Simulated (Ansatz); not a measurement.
**CH6NSi+ (SMILES [NH2+]=C[SiH3]): functionals against CCSD(T) at one geometry**

A test off equilibrium: a structure displaced at random from a GFN2-xTB minimum is computed at several levels, and each is set against CCSD(T).

Program: Ansatz 0.2.0, Gaussian basis. Level of theory: single points in def2-TZVPP. These are calculated values, not measurements.

Cores are frozen in the correlated methods.

## (1) Starting geometry

9 atoms, charge 1, spin multiplicity 1.

Atoms are counted from 1 here; the program's logs count them from 0.

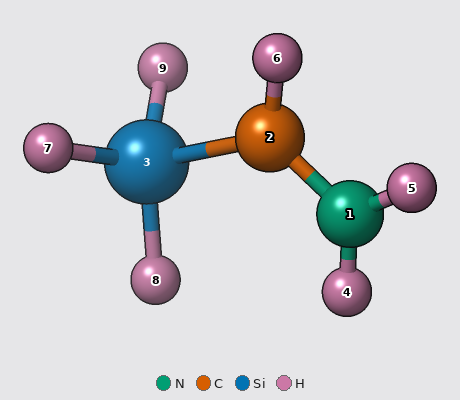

Start geometry, drawn with nitrogen teal, carbon orange, silicon blue, hydrogen pink; atoms are numbered from 1 in the order of the file.

Geometry (Å):

```xyz
9
charge 1, multiplicity 1
N    -0.83850    0.69630   -1.04970
C    -0.02040    0.72300   -0.00300
Si    0.54730   -0.93320    0.87290
H    -1.09010   -0.13570   -1.54250
H    -1.11870    1.60900   -1.34360
H     0.25280    1.66680    0.42070
H     2.03700   -0.77220    0.77030
H     0.15340   -1.96010   -0.05780
H     0.04250   -0.70660    2.19620
```

## (2) CCSD(T)/def2-TZVPP

run/in.yaml

```yaml
crystal:
  periodic: [false, false, false]
  atoms:
    - {symbol: N, position_ang: [-0.838500, 0.696300, -1.049700]}
    - {symbol: C, position_ang: [-0.020400, 0.723000, -0.003000]}
    - {symbol: Si, position_ang: [0.547300, -0.933200, 0.872900]}
    - {symbol: H, position_ang: [-1.090100, -0.135700, -1.542500]}
    - {symbol: H, position_ang: [-1.118700, 1.609000, -1.343600]}
    - {symbol: H, position_ang: [0.252800, 1.666800, 0.420700]}
    - {symbol: H, position_ang: [2.037000, -0.772200, 0.770300]}
    - {symbol: H, position_ang: [0.153400, -1.960100, -0.057800]}
    - {symbol: H, position_ang: [0.042500, -0.706600, 2.196200]}
basis:
  gaussian: {orbitals: def2-TZVPP}
total_charge: 1
correlation: {method: ccsd_t}
output: {forces: true}
```

The command line of these runs was not kept.

## (3) PBE0-D4/def2-TZVPP

run/in.yaml: that of step 2 with these lines changed.

```diff
@@ -15,3 +15,3 @@
 total_charge: 1
-correlation: {method: ccsd_t}
-output: {forces: true}
+hamiltonian: {xc: pbe0, dispersion: d4}
+output: {forces: true, orbitals: {seedname: orbitals}}
```

## (4) wB97M-V/def2-TZVPP

run/in.yaml: that of step 3 with these lines changed.

```diff
@@ -15,3 +15,3 @@
 total_charge: 1
-hamiltonian: {xc: pbe0, dispersion: d4}
-output: {forces: true, orbitals: {seedname: orbitals}}
+hamiltonian: {xc: {name: wB97M-V}}
+output: {forces: true}
```

## (5) r2SCAN-D4/def2-TZVPP

run/in.yaml: that of step 4 with these lines changed.

```diff
@@ -15,3 +15,3 @@
 total_charge: 1
-hamiltonian: {xc: {name: wB97M-V}}
+hamiltonian: {xc: r2scan, dispersion: d4}
 output: {forces: true}
```

## (6) PBE-D4/def2-TZVPP

run/in.yaml: that of step 5 with these lines changed.

```diff
@@ -15,3 +15,3 @@
 total_charge: 1
-hamiltonian: {xc: r2scan, dispersion: d4}
+hamiltonian: {xc: pbe, dispersion: d4}
 output: {forces: true}
```

## (7) wB97X-V/def2-TZVPP

run/in.yaml: that of step 6 with these lines changed.

```diff
@@ -15,3 +15,3 @@
 total_charge: 1
-hamiltonian: {xc: pbe, dispersion: d4}
+hamiltonian: {xc: {name: wB97X-V}}
 output: {forces: true}
```

## (8) CAM-B3LYP-D4/def2-TZVPP

run/in.yaml: that of step 7 with these lines changed.

```diff
@@ -15,3 +15,3 @@
 total_charge: 1
-hamiltonian: {xc: {name: wB97X-V}}
+hamiltonian: {xc: {name: CAM-B3LYP}, dispersion: d4}
 output: {forces: true}
```

(Steps that only read results are left out.)

What does the calculation give? Wanted: energy less free atoms, CCSD(T)/def2-TZVPP; RMS force component; RMS force error; HOMO and LUMO, PBE0-D4; T1 diagnostic.

The runs gave:

| quantity | value |
| --- | --- |
| energy less free atoms, CCSD(T)/def2-TZVPP | -2221.7 kJ/mol |
| RMS force component | 1.123 to 1.270 eV/Å over the methods |
| RMS force error | PBE0-D4 0.184, wB97M-V 0.150, r2SCAN-D4 0.108, PBE-D4 0.174, wB97X-V 0.153, CAM-B3LYP-D4 0.197 eV/Å |
| HOMO and LUMO, PBE0-D4 | -14.67 and -8.05 eV |
| T1 diagnostic | 0.017 |

**Reading.** Against CCSD(T) the functionals' energies less atoms differ by -110.7 to -61.7 kJ/mol, PBE-D4 by -110.7 kJ/mol. CCSD(T) in triple zeta still lacks some correlation energy of the bonds, so part of these gaps is its own basis error and they don't rank the functionals. The forces of r2SCAN-D4 come nearest to CCSD(T), those of CAM-B3LYP-D4 are farthest. Frozen-core CCSD(T) forces in triple zeta carry basis errors of their own, and this is one geometry, so small gaps rank nothing.
